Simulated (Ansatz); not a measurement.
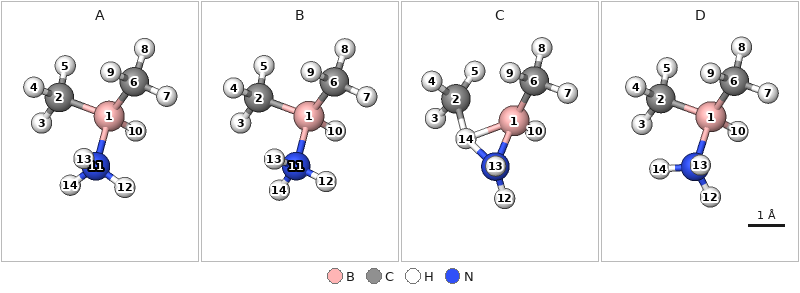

4 geometries from a converged minimum-energy path of C2H10BN, shuffled. The picture is a ball-and-stick view, seen from a free direction.

The calculation used RKS B3LYP-D4/6-31G* (Ansatz 0.2.0). Run with 7 movable images; climbing image; force threshold 0.03 eV/Å; iteration limit 58; starting path through a guess of the saddle point.

> Which frame is the top of the path?

C. In order along the path, whose images run from 0 to 8: B (image 0, 0.00 eV), A (image 1, +0.02 eV), D (image 3, +0.13 eV), C (image 5, +1.85 eV). Breaking: B1–C2 (1.62 → 1.88 at the top → 3.79 Å), N11–H14 (1.02 → 1.33 at the top → 2.89 Å). Forming: C2–H14 (2.81 → 1.38 at the top → 1.09 Å).

The run took 9.9 min on 1 thread of Intel(R) Xeon(R) Platinum 8488C (Sapphire Rapids), on a shared host, peak memory 0.18 GiB.
